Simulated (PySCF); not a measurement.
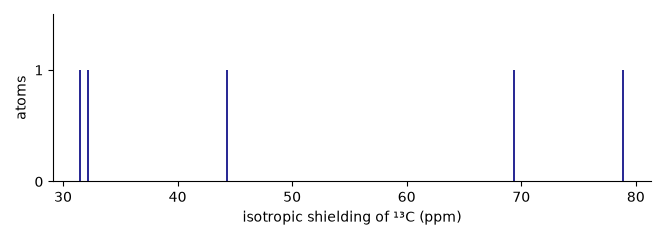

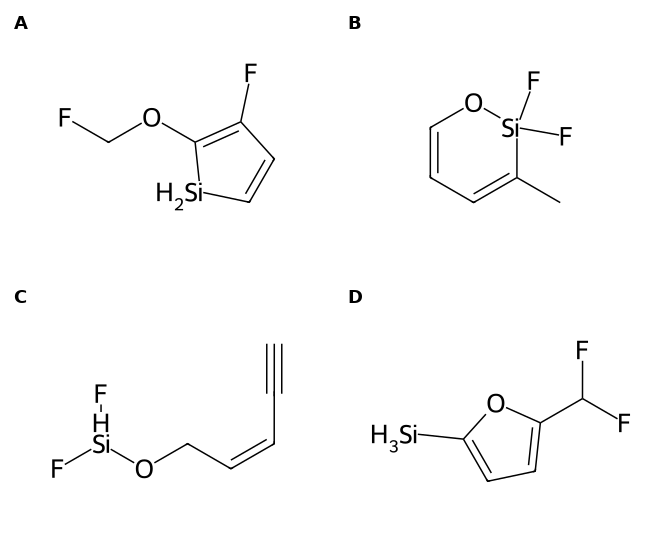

The sticks are computed shieldings of one of the molecules, for one fixed geometry (GFN2-xTB) without averaging over rotations. Low shielding means a high chemical shift. Method: GIAO PBE0/pcSseg-1 NMR shielding, non-relativistic, gas phase (PySCF 2.14.0).

### Which molecule gives this pattern?

A, `FCOC1=C(F)C=C[SiH2]1`. Its 5 C atoms give lines at 31.5, 32.2, 44.3, 69.4, 78.9 ppm.

The geometry is semi-empirical. Around Si such bond lengths and angles can be off by a tenth of an ångström or more and by several degrees, and values that hang on the shape move with them.
